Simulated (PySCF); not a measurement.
Be(I)(Me), SMILES [CH3][Be][I] at its PBE0/def2-SVP optimised geometry (Å):

```
6

Be    -0.0471     0.1465     0.0000
I      2.1362     0.1465     0.0000
C     -1.7189     0.1517     0.0052
H     -2.1249     0.4609     0.9844
H     -2.1362    -0.8465    -0.2156
H     -2.1309     0.8465    -0.7477
```

Method: PBE0/def2-TZVP, def2 effective core potentials past Kr (PySCF). The core electrons that the potentials of I replace are not part of the density. Cells within 0.4 Å of a nucleus heavier than hydrogen are left out (blank, or x).

Map of the electron localisation function on the plane z = 0.0 Å:

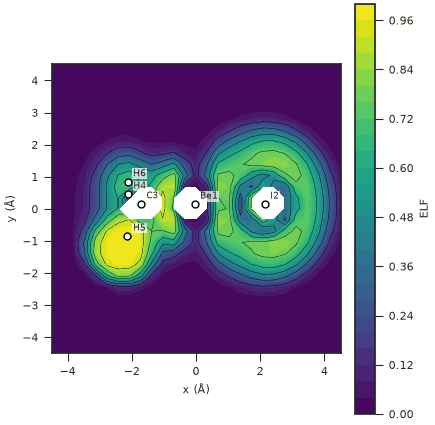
Figure: Electron localisation function on the plane z = 0.0 Å.
